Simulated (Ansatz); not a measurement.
# Tc (P6_3/mmc, 2 atoms in the cell): phonons and vibrational spectra, part 2 of 2

Aim: the vibrations of Tc (P6_3/mmc, 2 atoms in the cell), their spectra, and whether the structure is stable.

Ansatz 0.2.0; DFT PBEsol, scalar-relativistic, plane waves, PAW.

So far. Step 3 (Tight relaxation): The forces vanish by symmetry and the pressure is -0.003 GPa, within the tolerances set. The cell now holds 14.00 Å³/atom. The relaxed cell has a = 2.723, c = 4.360 Å (conventional setting).

### Step 4. Linear response at the zone centre

The zone centre comes first: it holds the modes that light can see, as far as symmetry allows. No field response is asked, since the mesh shows no gap.

Contents of input.yaml:

```yaml
crystal:
  lattice:
    - [2.7232050311, 0.0, 0.0]
    - [-1.3616025156, 2.3583647366, 0.0]
    - [0.0, 0.0, 4.3596213506]
  atoms:
    - { symbol: Tc, position: [0.3333333333, 0.6666666667, 0.25] }
    - { symbol: Tc, position: [0.6666666667, 0.3333333333, 0.75] }
kpoints:
  mp_grid: { grid: [18, 18, 12] }
hamiltonian:
  xc: pbesol
scf:
  occupations: { method: methfessel_paxton, width: 0.2 }
output:
  eigenvalues: true
phonons:
  method: dfpt
```

Command:

```
ansatz run input.yaml --threads 4 --pin off --max-ram 10240MiB --backend cpu --events-out ev --progress --plain --runs-dir out
```

Numbers of over 12 decimals in the logs are rounded to 6 here.

Log:

```text
zone centre: on kpoints.mp_grid the ground state, and the responses unless they are solved on pairs of k-points, stand on 637 of the mesh's 3888 k-points, reduced under 4 symmetry operations, with k and −k counted as one. Each operation leaves every solved displacement unchanged or reverses it
[...]
Crystal: 2 atoms, lattice volume = 27.999 Å³
Basis set: ecut = 500 eV, 699 PW (Γ), exchange–correlation on 40×40×64 points (8 copies of the dense FFT grid, shifted against one another)
Bands: 19, of which v1, the nominal top of the filled ones, is band 15 counted from 1 (14 counted from 0)
Symmetry: 24 space group operations
k-points: 637 of 3888 (irreducible under 4 space group operations, time reversal used)
[...]
SCF iter   1: F=—  HF=-10675.745936 eV  |F-HF|=—  |Δ(HF+E_count)|=         —  Δρ=6.11e-2  dr2=1.00e0  ethr=3.10e-3  ⟨swp⟩=4.9  Hψ=52144  notcnv=0
[...]
SCF iter   8: F=-10675.374612 eV  HF=-10675.374612 eV  |F-HF|=3.64e-12  |Δ(HF+E_count)|=  7.28e-12  S|Δr|=    0.00e0  Δρ=5.80e-8  dr2=4.61e-13  ethr=1.00e-12  ⟨swp⟩=5.8  Hψ=51672  notcnv=0
SCF 1 converged in 8 iterations: F = -10675.374612 eV  dr2 = 4.61e-13
[...]
DFPT response loops at Γ: preconditioner auto → Kerker (q_TF=auto, 2.760 Å⁻¹) (partly filled bands, converged f_vac=0.000); β = 1.00, the filter's whole step (`scf.mixing.beta` (0.50) is not read by the response loops under this deck's `scf.mixing.preconditioner`; to damp them name `kerker` or `kerker_dos`, under which they read `scf.mixing.beta`, and type it under 1.00, their step now; both keys bind the ground state too); Broyden in place of MSR1
SCF converged after 8 iterations
[...]
Free energy (F): -10675.374612 eV
[...]
Internal energy: -10675.377496 eV  (E = F + TS)
E sigma→0 (E₀):  -10675.375333 eV
Entropy (-TS):   0.002885 eV (1.442 meV/atom)
Fermi energy:    22.793058 eV
Step filling:    the computed levels leave a gap of 0.0000 eV = 0.0 smearing widths at the electron count; against every level under it full and every level over it empty, smearing changes F+E_penalty+E_count by +1.754 meV and its σ→0 estimate by +1.032 meV
[...]
--- Band table (eV; the first three rows and the last of 637) ---
  k-point 0: bands = [... 11 lower, 21.1932, 21.2870, 21.9463, 21.9463, 22.6599, 22.6599, 24.5335, 25.4333]
  k-point 1: bands = [... 11 lower, 21.1480, 21.2436, 21.8968, 21.8968, 22.7725, 22.7725, 24.2957, 25.4418]
  k-point 2: bands = [... 11 lower, 21.0536, 21.1230, 21.7625, 21.7625, 23.0646, 23.0646, 23.6746, 25.4491]
  k-point 636: bands = [... 11 lower, 19.8720, 21.0395, 21.0395, 22.5537, 22.5537, 25.9906, 25.9906, 29.0845]
--- Phonons (Γ-DFPT): 2 representative perturbations + reference, on 637 of 3888 k-points (Σ response iterations 6) ---
  k mesh reduced under 4 symmetry operations, with k and −k counted as one. Each operation leaves every solved displacement unchanged or reverses it
  ASR residual: 7.195e-5 → 0.000e0 eV/Å²; symmetrization residual: 7.310e-10 eV/Å²
  ASR residual per site (eV/Å²): 7.19e-5 7.19e-5
  Γ frequencies (cm⁻¹): 0.00 0.00 0.00 72.64 147.17 147.17
  non-analytic LO–TO correction: not included (Born effective charges unavailable; polar crystals: no LO–TO splitting at Γ)
```

Run time: 15 s. Hardware: 4 threads of Intel Xeon 6975P-C (Granite Rapids), shared host; peak memory 1.6 GiB.

The column dr2 measures how far the density is from self-consistency, as an energy; F and HF (Harris–Foulkes) agree once it is small.

This step gave:

```
sum-rule residual before enforcement                    : 7.19e-5 eV/Å²
point group                                             : 6/mmm
highest optical mode at the zone centre (no LO-TO term) : 147.2 cm⁻¹
lowest optical zone-centre mode                         : 72.64 cm⁻¹
```

Patterns of degenerate modes are one choice out of their space. Modes at Γ:

| mode | frequency (cm⁻¹) | symmetry |
| --- | --- | --- |
| 1 | 0.0 | acoustic |
| 2 | 0.0 | acoustic |
| 3 | 0.0 | acoustic |
| 4 | 72.6 | B1g |
| 5 | 147.2 | E2g |
| 6 | 147.2 | E2g |

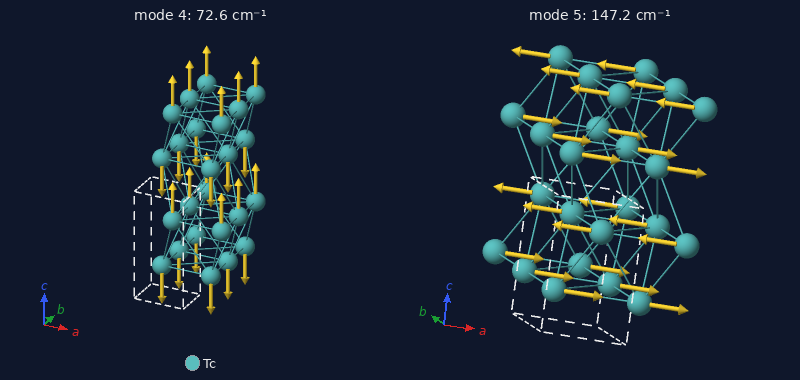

Displacement patterns of modes 4 and 5 at Γ; arrows are exaggerated. 2×3×2 cells are drawn.

Before it was imposed, the acoustic sum rule was missed by 7.2e-5 eV/Å². Small misses are needed for a sound result but don't prove that mesh and cutoff are converged. The lowest optical mode is real, 72.6 cm⁻¹.

### Step 5. Response at finite wavevector

Stability and thermal properties need the whole zone. Linear response on a 6×6×4 q mesh gives force constants as far as a supercell of that size would.

input.yaml, the sections that differ from step 4:

```yaml
phonons:
  method: dfpt
  qmesh: [6, 6, 4]
  temperatures: { t_max: 1000, t_step: 50 }
  qpath:
    path:
      - [[0.0, 0.0, 0.0], [0.5, 0.0, 0.0], [0.33333333, 0.33333333, 0.0], [0.0, 0.0, 0.0], [0.0, 0.0, 0.5], [0.5, 0.0, 0.5], [0.33333333, 0.33333333, 0.5], [0.0, 0.0, 0.5]]
      - [[0.5, 0.0, 0.5], [0.5, 0.0, 0.0]]
      - [[0.33333333, 0.33333333, 0.5], [0.33333333, 0.33333333, 0.0]]
    npoints: 10
# crystal, kpoints, hamiltonian, scf, output: as in step 4
```

Log:

```text
[...]
Crystal: 2 atoms, lattice volume = 27.999 Å³
Basis set: ecut = 500 eV, 699 PW (Γ), exchange–correlation on 40×40×64 points (8 copies of the dense FFT grid, shifted against one another)
Bands: 19, of which v1, the nominal top of the filled ones, is band 15 counted from 1 (14 counted from 0)
Symmetry: 24 space group operations
k-points: 259 of 3888
[...]
SCF iter   1: F=—  HF=-10675.745939 eV  |F-HF|=—  |Δ(HF+E_count)|=         —  Δρ=6.11e-2  dr2=1.00e0  ethr=3.10e-3  ⟨swp⟩=4.9  Hψ=21188  notcnv=0
[...]
SCF iter   8: F=-10675.374612 eV  HF=-10675.374612 eV  |F-HF|=0.00e0  |Δ(HF+E_count)|=  3.64e-12  S|Δr|=    0.00e0  Δρ=5.71e-8  dr2=4.49e-13  ethr=1.00e-12  ⟨swp⟩=5.7  Hψ=21035  notcnv=0
SCF 1 converged in 8 iterations: F = -10675.374612 eV  dr2 = 4.49e-13
[...]
NSCF: frozen V_eff on 259 k-points
[...]
DFPT response loops at q = (0, 0, 0) (fractional): preconditioner auto → Kerker (q_TF=auto, 2.760 Å⁻¹) (partly filled bands, converged f_vac=0.000); β = 1.00, the filter's whole step (`scf.mixing.beta` (0.50) is not read by the response loops under this deck's `scf.mixing.preconditioner`; to damp them name `kerker` or `kerker_dos`, under which they read `scf.mixing.beta`, and type it under 1.00, their step now; both keys bind the ground state too); Broyden in place of MSR1
[...]
SCF converged after 8 iterations
[...]
Free energy (F): -10675.374612 eV
[...]
Internal energy: -10675.377496 eV  (E = F + TS)
E sigma→0 (E₀):  -10675.375333 eV
Entropy (-TS):   0.002885 eV (1.442 meV/atom)
Fermi energy:    22.793058 eV
[...]
--- Band table (eV; the first three rows and the last of 259) ---
  k-point 0: bands = [... 11 lower, 21.1932, 21.2870, 21.9463, 21.9463, 22.6599, 22.6599, 24.5335, 25.4333]
  k-point 1: bands = [... 11 lower, 21.1480, 21.2436, 21.8968, 21.8968, 22.7725, 22.7725, 24.2957, 25.4418]
  k-point 2: bands = [... 11 lower, 21.0536, 21.1230, 21.7625, 21.7625, 23.0646, 23.0646, 23.6746, 25.4491]
  k-point 258: bands = [... 11 lower, 19.4188, 20.9905, 20.9905, 22.7017, 22.7017, 25.5055, 25.5055, 32.3753]
--- Phonons (Γ-DFPT): 2 representative perturbations + reference (Σ response iterations 6) ---
  ASR residual: 7.186e-5 → 0.000e0 eV/Å²; symmetrization residual: 7.310e-10 eV/Å²
  ASR residual per site (eV/Å²): 7.19e-5 7.19e-5
  Γ frequencies (cm⁻¹): 0.00 0.00 0.00 72.64 147.17 147.17
--- Phonons (arbitrary-q DFPT): 21 irreducible q on the 6×6×4 mesh ---
  q = [0.0000, 0.0000, 0.0000] (star 1, of the zone-centre solve; hermiticity 1.87e-10, symmetrization 9.37e-11): -0.00 -0.00 0.00 72.64 147.17 147.17
  q = [0.0000, 0.0000, 0.2500] (star 2, 2 solved perturbations in 1536 linear systems a pass and spin channel, the states on 1092 of 3888 k-point pairs; hermiticity 4.54e-9, symmetrization 2.27e-9): 63.62 63.62 116.44 116.44 124.94 220.20
[...]
q = [0.0000, 0.1667, 0.0000] (star 6, 3 solved perturbations on 1197 of 3888 k-point pairs; hermiticity 7.79e-7, symmetrization 6.10e-7): 78.91 80.65 138.03 145.33 145.98 181.49
[...]
sum rule: each row above includes the acoustic sum rule's correction from the zone centre's row sums; it moved no ω² by more than (0.45 cm⁻¹)²
  mesh force constants: q→R imaginary residual 1.36e-16; ASR residual 7.186e-5 → 0.000e0 eV/Å²; symmetrization residual 1.243e-14 eV/Å²
  interpolated dispersion: 93 rows × 6 modes
  density of states and harmonic sums: on the 30×30×16 q-mesh, interpolated from the force constants of a 6×6×4 supercell (no non-analytic term)
  largest difference from the sums on the solved wave vectors: F 5.02e-3 eV, S 6.80e-6 and C_V 1.78e-6 eV/K
  zero-point energy: 0.062865 eV/cell   skipped modes (ω ≤ 0): 3   left out of the sums: 3.47e-5 of the cell's modes: C_V's classical limit lies that fraction below 3 k_B per atom; for a crystal, a wire or a layer, F and S can be off by more, and a phonons.interpolated_qmesh denser along its periods is the remedy for the sampling
```

Wall time 10 min (4 threads); peak memory 5.8 GiB; 38 min of CPU time.

Numbers from this step:

```
lowest frequency on the path                            : 0 cm⁻¹
highest frequency on the path or at a solved wavevector : 245.3 cm⁻¹
mean frequency                                          : 169 cm⁻¹
Debye temperature (second moment)                       : 324 K
logarithmic mean frequency                              : 162.9 cm⁻¹
lowest mode on the q mesh (acoustic modes at Γ apart)   : 63.62 cm⁻¹
zero-point energy per atom                              : 31.43 meV
heat capacity at 300 K                                  : 23.55 J/(mol atoms K)
vibrational entropy at 300 K                            : 31.82 J/(mol atoms K)
```

Frequencies (cm⁻¹) solved at each irreducible wavevector; negative means imaginary. Frequencies by wavevector, by row:

| q in reciprocal lattice units | star | mode 1 | mode 2 | mode 3 | mode 4 | mode 5 | mode 6 |
| --- | --- | --- | --- | --- | --- | --- | --- |
| 0 0 0 | 1 | 0 | 0 | 0 | 72.6 | 147.2 | 147.2 |
| 0 0 0.25 | 2 | 63.6 | 63.6 | 116.4 | 116.4 | 124.9 | 220.2 |
| 0 0 -0.5 | 1 | 104.3 | 104.3 | 104.3 | 104.3 | 213.3 | 213.3 |
| 0 0.1667 0 | 6 | 78.9 | 80.7 | 138 | 145.3 | 146 | 181.5 |
| 0 0.1667 0.25 | 12 | 97.8 | 101.1 | 129.3 | 161.8 | 176.9 | 201.8 |
| 0 0.1667 -0.5 | 6 | 122.5 | 122.5 | 138.8 | 138.8 | 216.6 | 216.6 |
| 0 0.3333 0 | 6 | 120.7 | 125.9 | 152.2 | 187 | 212.7 | 220.8 |
| 0 0.3333 0.25 | 12 | 132 | 135.8 | 148 | 180.8 | 217.3 | 221.4 |
| 0 0.3333 -0.5 | 6 | 149.4 | 149.4 | 150.6 | 150.6 | 225.8 | 225.8 |
| 0 -0.5 0 | 3 | 120.6 | 137.2 | 158.2 | 214 | 241.1 | 245.3 |
| 0 -0.5 0.25 | 6 | 135.4 | 145.3 | 155.5 | 179.6 | 229 | 239 |
| 0 -0.5 -0.5 | 3 | 130.3 | 130.3 | 148.1 | 148.1 | 222.7 | 222.7 |
| 0.1667 0.1667 0 | 6 | 123.1 | 127 | 146.8 | 162 | 203.9 | 211.6 |
| 0.1667 0.1667 0.25 | 12 | 116.4 | 128.1 | 155.3 | 178.6 | 210 | 218.1 |
| 0.1667 0.1667 -0.5 | 6 | 133.5 | 133.5 | 156.5 | 156.5 | 216.7 | 216.7 |
| 0.1667 0.3333 0 | 12 | 148 | 152.6 | 173.4 | 200 | 227.1 | 232.7 |
| 0.1667 0.3333 0.25 | 24 | 128.2 | 156.6 | 166.8 | 179.5 | 224.6 | 235.3 |
| 0.1667 0.3333 -0.5 | 12 | 108.2 | 108.2 | 170.4 | 170.4 | 223 | 223 |
| 0.3333 0.3333 0 | 2 | 176.4 | 193.6 | 193.6 | 194.5 | 230.9 | 230.9 |
| 0.3333 0.3333 0.25 | 4 | 145.3 | 145.3 | 184.3 | 192.6 | 236.8 | 236.8 |
| 0.3333 0.3333 -0.5 | 2 | 63.7 | 63.7 | 200.4 | 200.4 | 225.8 | 225.8 |

Interpolated from a 6×6×4 q mesh. The phonon branches at the labelled points (cm⁻¹):

| point | branch 1 | branch 2 | branch 3 | branch 4 | branch 5 | branch 6 |
| --- | --- | --- | --- | --- | --- | --- |
| Γ | 0 | 0 | 0 | 73 | 147 | 147 |
| M | 121 | 137 | 158 | 214 | 241 | 245 |
| K | 176 | 194 | 194 | 194 | 231 | 231 |
| Γ | 0 | 0 | 0 | 73 | 147 | 147 |
| A | 104 | 104 | 104 | 104 | 213 | 213 |
| L | 130 | 130 | 148 | 148 | 223 | 223 |
| H | 64 | 64 | 200 | 200 | 226 | 226 |
| A | 104 | 104 | 104 | 104 | 213 | 213 |
| jump to L | 130 | 130 | 148 | 148 | 223 | 223 |
| M | 121 | 137 | 158 | 214 | 241 | 245 |
| jump to H | 64 | 64 | 200 | 200 | 226 | 226 |
| K | 176 | 194 | 194 | 194 | 231 | 231 |

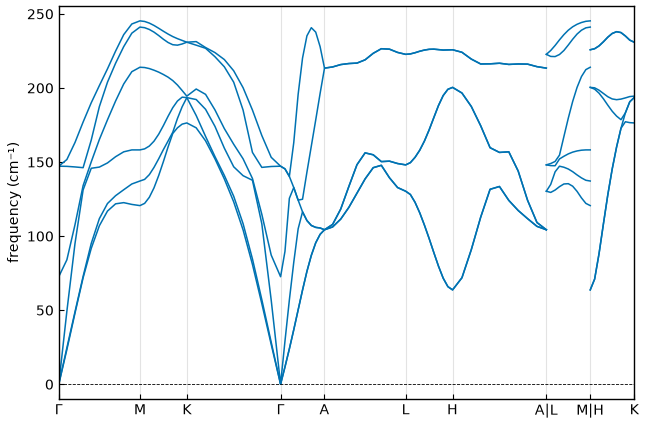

Phonon branches along the path.

Tetrahedra on a 30×30×16 mesh, mean over bins of 2 cm-1. Interpolated from a 6×6×4 q mesh. Phonon density of states against wavenumber; read off at these points:

| wavenumber (cm⁻¹) | phonon density of states (1/cm⁻¹/cell) |
| --- | --- |
| 10.0 | 3.0e-5 |
| 20.0 | 1.8e-4 |
| 30.0 | 4.1e-4 |
| 40.0 | 7.7e-4 |
| 50.0 | 0.00123 |
| 60.0 | 0.00184 |
| 70.0 | 0.00309 |
| 80.0 | 0.00505 |
| 90.0 | 0.00765 |
| 100.0 | 0.0119 |
| 110.0 | 0.0215 |
| 120.0 | 0.0385 |
| 130.0 | 0.0595 |
| 140.0 | 0.0472 |
| 145.0 | 0.0562 |
| 150.0 | 0.0519 |
| 157.0 | 0.0577 |
| 160.0 | 0.0517 |
| 170.0 | 0.0414 |
| 180.0 | 0.0446 |
| 190.0 | 0.0280 |
| 200.0 | 0.0184 |
| 210.0 | 0.0231 |
| 220.0 | 0.0580 |
| 223.0 | 0.0877 |
| 230.0 | 0.0583 |
| 240.0 | 0.0200 |

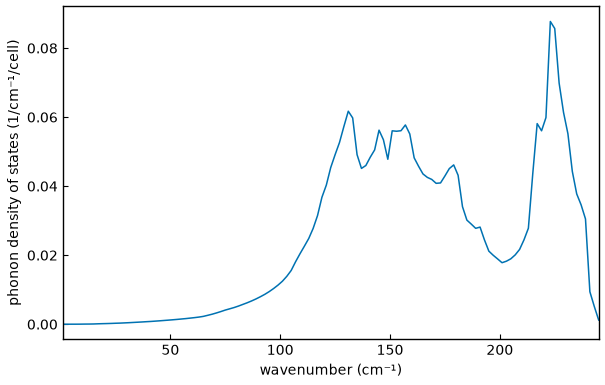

Phonon density of states against wavenumber.

Second derivatives of the energy by pair, one row for each kind of neighbour of each atom listed. Each entry sums the pair over the periodic images of the supercell that the q mesh stands for, and in a polar crystal it holds the long-range dipole part too. Force constants by pair, by row:

| atom | neighbour | distance (Å) | third of the trace (eV/Å²) | along the pair's line (eV/Å²) |
| --- | --- | --- | --- | --- |
| Tc1 | itself | 0 | 10.96 | – |
| Tc1 | Tc | 2.688 | -0.4569 | -1.864 |
| Tc1 | Tc | 2.723 | -0.7198 | -2.631 |
| Tc1 | Tc | 3.826 | 0.056 | 0.0092 |
| Tc1 | Tc | 4.36 | 0.0772 | -0.1099 |
| Tc1 | Tc | 4.696 | -0.0553 | -0.1691 |
| Tc1 | Tc | 4.717 | -0.0489 | -0.1799 |
| Tc1 | Tc | 5.14 | -0.2441 | -0.6931 |
| Tc1 | Tc | 5.446 | -0.0736 | -0.2477 |
| Tc2 | itself | 0 | 10.96 | – |
| Tc2 | Tc | 2.688 | -0.4569 | -1.864 |
| Tc2 | Tc | 2.723 | -0.7198 | -2.631 |
| Tc2 | Tc | 3.826 | 0.056 | 0.0092 |
| Tc2 | Tc | 4.36 | 0.0772 | -0.1099 |
| Tc2 | Tc | 4.696 | -0.0553 | -0.1691 |
| Tc2 | Tc | 4.717 | -0.0489 | -0.1799 |
| Tc2 | Tc | 5.14 | -0.2441 | -0.6931 |
| Tc2 | Tc | 5.446 | -0.0736 | -0.2477 |

Harmonic thermodynamic functions per atom, from the density of states. Interpolated from a 6×6×4 q mesh. Thermodynamic functions, by row:

| T (K) | F_vib (meV/atom) | S (J/mol-atom/K) | C_V (J/mol-atom/K) |
| --- | --- | --- | --- |
| 0 | 31.43 | 0 | 0 |
| 50 | 31.21 | 1.887 | 5.619 |
| 100 | 28.42 | 9.218 | 15.59 |
| 200 | 11.53 | 22.55 | 21.96 |
| 300 | -16.91 | 31.82 | 23.55 |
| 400 | -53.6 | 38.68 | 24.14 |
| 500 | -96.6 | 44.1 | 24.43 |
| 600 | -144.7 | 48.57 | 24.58 |
| 700 | -197.1 | 52.37 | 24.68 |
| 800 | -253.1 | 55.67 | 24.74 |
| 900 | -312.3 | 58.59 | 24.78 |
| 1000 | -374.4 | 61.2 | 24.81 |

Harmonic mean-square displacement, third of the trace. Interpolated from a 6×6×4 q mesh. Mean square displacements, by row:

| T (K) | Tc1 U_eq (Å²) | Tc2 U_eq (Å²) |
| --- | --- | --- |
| 0 | 0.00111 | 0.00111 |
| 100 | 0.00149 | 0.00149 |
| 300 | 0.00349 | 0.00349 |
| 600 | 0.00678 | 0.00678 |

Symmetry leaves 21 wavevectors to solve. The lowest mode among them, the acoustic zeros apart, lies at q = (0, 0, 0.25) and is real, 63.6 cm⁻¹.

### Step 6. Summary of results

| Quantity | Value |
| --- | --- |
| space group after relaxation (within 0.01 Å) | P6_3/mmc |
| volume per atom | 14.0 Å³ |
| electronic character | no gap on this mesh |
| highest optical mode at the zone centre (no LO-TO term) | 147 cm⁻¹ |
| lowest optical zone-centre mode | 72.6 cm⁻¹ |
| lowest mode on the q mesh (acoustic modes at Γ apart) | 63.6 cm⁻¹ |
| highest frequency on the path or at a solved wavevector | 245 cm⁻¹ |
| zero-point energy per atom | 31.4 meV |
| heat capacity at 300 K | 23.5 J/(mol atoms K) |
| vibrational entropy at 300 K | 31.8 J/(mol atoms K) |
| Debye temperature (second moment) | 324 K |
| imaginary modes on the 6×6×4 q mesh | none |

**Reading.** The structure is a minimum as far as tested: no mode is imaginary at the 21 irreducible wavevectors of the 6×6×4 mesh, and the softest away from the acoustic zeros lies at 64 cm⁻¹. The optical modes at Γ span 73 to 147 cm⁻¹. With no gap, or one that is small against the smearing, the frequencies hang on the k mesh and the smearing, most of all near Kohn anomalies. These are harmonic frequencies at zero temperature: anharmonic shifts, linewidths and thermal expansion are left out.

[Logs are printed without paths, hosts, clocks, repeated set-up lines and the standing remarks that a program may print on its own settings, such as how far it seeks lower states.]

[Hosts, paths, dates, database ids (printed as entryN), source tags and the programs' standing remarks are cut or masked in the printed files.]
